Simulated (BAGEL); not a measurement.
# HF/def2-SVPD (density fitting with qzvpp-jkfit) run of C2F2O (SMILES O=C=C(F)F)

What is the vertical ionisation energy of C2F2O at HF/def2-SVPD (density fitting with qzvpp-jkfit)? 

The results are computed with BAGEL 1.2.2.

## (1) The system as given

C2F2O: 5 atoms, total charge 0, spin state singlet. As SMILES, `O=C=C(F)F`. The coordinates come from a GFN2-xTB relaxation.

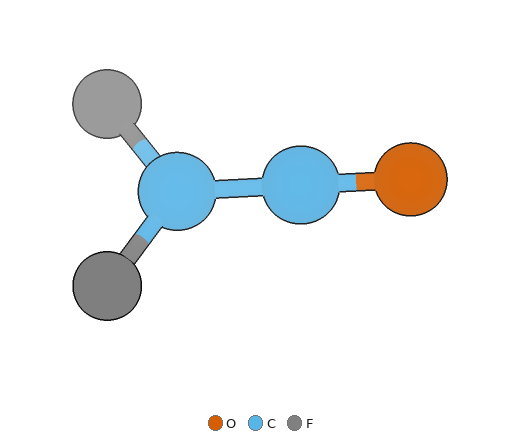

Viewed from a chosen angle; oxygen orange, carbon blue, fluorine grey.

## (2) The energy at HF/def2-SVPD (density fitting with qzvpp-jkfit)

File input.json:

```json
{ "bagel": [

{
  "title": "molecule",
  "basis": "def2-svpd.json",
  "df_basis": "qzvpp-jkfit",
  "angstrom": true,
  "geometry": [
    { "atom": "O", "xyz": [    0.745620,   -0.901860,    1.634620 ] },
    { "atom": "C", "xyz": [    0.314460,   -0.380840,    0.689950 ] },
    { "atom": "C", "xyz": [   -0.170060,    0.205740,   -0.373410 ] },
    { "atom": "F", "xyz": [   -1.018650,   -0.384370,   -1.223640 ] },
    { "atom": "F", "xyz": [    0.128630,    1.461330,   -0.727510 ] }
  ]
},
{ "title": "hf" },
{ "title": "print", "file": "orbitals.molden", "orbitals": true }

]}
```

The basis set def2-SVPD is read from a file made from the Basis Set Exchange's data (not shown).

Started as:

```bash
$ BAGEL_NUM_THREADS=1 BAGEL input.json > input.out
```

Output:

```text
* using 1 threads per process

  ===============================================================
  ===============================================================

  *** Geometry ***

  { "atom" : "O", "xyz" : [      1.409018,     -1.704268,      3.088984 ] },
  { "atom" : "C", "xyz" : [      0.594243,     -0.719683,      1.303817 ] },
  { "atom" : "C", "xyz" : [     -0.321367,      0.388792,     -0.705643 ] },
  { "atom" : "F", "xyz" : [     -1.924970,     -0.726354,     -2.312344 ] },
  { "atom" : "F", "xyz" : [      0.243075,      2.761513,     -1.374795 ] },

  Number of auxiliary basis functions:      381

  Since a DF basis is specified, we compute 2- and 3-index integrals:
    o Being stored without compression. Storage requirement is 0.036 GB

  Number of basis functions:      109
  Number of electrons      :       38

    * METHOD: MOLECULE                             0.14

  *** RHF ***

  === Nuclear Repulsion ===
   155.5831292425

      * DIIS with orbital gradients will be used.

  === RHF iteration (def2-svpd.json) ===
      0       -348.76143325          0.02429082           0.06
      1       -348.90787709          0.02087044           0.06
      2       -349.11353016          0.00209779           0.06
      3       -349.11594860          0.00113222           0.06
      4       -349.11684186          0.00021384           0.06
      5       -349.11691067          0.00010137           0.06
      6       -349.11692955          0.00004142           0.06
      7       -349.11693267          0.00001207           0.06
      8       -349.11693286          0.00000412           0.06
      9       -349.11693288          0.00000199           0.06
     10       -349.11693288          0.00000081           0.06
     11       -349.11693288          0.00000021           0.06
     12       -349.11693288          0.00000011           0.06
     13       -349.11693288          0.00000003           0.06
     14       -349.11693288          0.00000001           0.06
    * SCF iteration converged.

    * Permanent dipole moment:
           (   -0.014384,     0.018037,    -0.032068) a.u.

    * METHOD: HF                                   0.98

    * METHOD: PRINT                                0.02

  ===============================================================
```

Wall time 1.3 s (1 thread of Arm Neoverse V2, shared host); peak memory 0.12 GiB.

## (3) The doublet cation at the same level

File hf.json:

```json
{ "bagel" : [

{
  "title" : "molecule",
  "basis" : "def2-svpd.json",
  "df_basis" : "qzvpp-jkfit",
  "angstrom" : true,
  "geometry" : [
    { "atom" : "O", "xyz" : [       0.745620,      -0.901860,       1.634620 ] },
    { "atom" : "C", "xyz" : [       0.314460,      -0.380840,       0.689950 ] },
    { "atom" : "C", "xyz" : [      -0.170060,       0.205740,      -0.373410 ] },
    { "atom" : "F", "xyz" : [      -1.018650,      -0.384370,      -1.223640 ] },
    { "atom" : "F", "xyz" : [       0.128630,       1.461330,      -0.727510 ] }
  ]
},

{
  "title" : "uhf",
  "charge" : 1,
  "nopen" : 1
},

{
  "title" : "print",
  "file" : "orbitals.molden",
  "orbitals" : true
}

]}
```

The basis set def2-SVPD is read from a file made from the Basis Set Exchange's data (not shown).

Started as:

```bash
$ BAGEL_NUM_THREADS=1 BAGEL hf.json > hf.out
```

Output:

```text
* using 1 threads per process

  ===============================================================
  ===============================================================

  *** Geometry ***

  { "atom" : "O", "xyz" : [      1.409018,     -1.704268,      3.088984 ] },
  { "atom" : "C", "xyz" : [      0.594243,     -0.719683,      1.303817 ] },
  { "atom" : "C", "xyz" : [     -0.321367,      0.388792,     -0.705643 ] },
  { "atom" : "F", "xyz" : [     -1.924970,     -0.726354,     -2.312344 ] },
  { "atom" : "F", "xyz" : [      0.243075,      2.761513,     -1.374795 ] },

  Number of auxiliary basis functions:      381

  Since a DF basis is specified, we compute 2- and 3-index integrals:
    o Being stored without compression. Storage requirement is 0.036 GB

  Number of basis functions:      109
  Number of electrons      :       38

    * METHOD: MOLECULE                             0.14

  *** Open-shell HF ***

  === Nuclear Repulsion ===
   155.5831292425

      * DIIS with orbital gradients will be used.

  === UHF iteration (def2-svpd.json) ===
      0       -348.30837550          0.05741999           0.11
      1       -348.38320628          0.05683509           0.11
      2       -348.46995014          0.04812271           0.11
      3       -348.76876417          0.00332873           0.11
      4       -348.77089196          0.00161310           0.11
      5       -348.77181235          0.00043277           0.11
      6       -348.77221364          0.00034173           0.11
      7       -348.77260802          0.00031301           0.11
      8       -348.77308331          0.00025072           0.11
      9       -348.77353239          0.00020254           0.11
     10       -348.77409306          0.00006022           0.11
     11       -348.77417088          0.00002780           0.11
     12       -348.77418900          0.00002094           0.11
     13       -348.77422133          0.00001872           0.11
     14       -348.77423875          0.00001857           0.11
     15       -348.77424948          0.00001836           0.11
     16       -348.77427454          0.00001573           0.11
     17       -348.77429253          0.00001728           0.11
     18       -348.77436118          0.00001610           0.11
     19       -348.77436948          0.00001105           0.11
     20       -348.77437160          0.00000113           0.11
     21       -348.77437164          0.00000031           0.11
     22       -348.77437165          0.00000020           0.11
     23       -348.77437166          0.00000015           0.11
     24       -348.77437166          0.00000012           0.11
     25       -348.77437166          0.00000006           0.11
     26       -348.77437166          0.00000005           0.11
     27       -348.77437166          0.00000003           0.11
     28       -348.77437166          0.00000001           0.11
    * SCF iteration converged.

    * S^2 (UHF) is 0.8653

    * Permanent dipole moment:
           (   -0.358998,     0.434971,    -0.787093) a.u.

    * METHOD: UHF                                  3.38

    * METHOD: PRINT                                0.02

  ===============================================================
```

Wall time 3.9 s (1 thread of Arm Neoverse V2, shared host); peak memory 0.12 GiB.

## (4) What came out

At HF/def2-SVPD (density fitting with qzvpp-jkfit):

| quantity | value |
| --- | --- |
| singlet C2F2O: total energy | -349.11693 Eh |
| singlet C2F2O: dipole moment | 0.10 D |
| singlet C2F2O: HOMO energy | -10.62 eV |
| singlet C2F2O: LUMO energy | 1.58 eV |
| singlet C2F2O: HOMO–LUMO gap | 12.20 eV |
| doublet cation: total energy | -348.77437 Eh |
| doublet cation: ⟨S²⟩ | 0.865 |
| vertical ionisation energy (to the doublet cation) | 9.322 eV |

The vertical ionisation energy comes to 9.32 eV (215 kcal/mol). The negative HOMO energy of the first species, 10.62 eV, lies 1.30 eV above that difference. ⟨S²⟩ (doublet cation) is 0.87 where a pure doublet has 0.75: the reference is spin-contaminated.
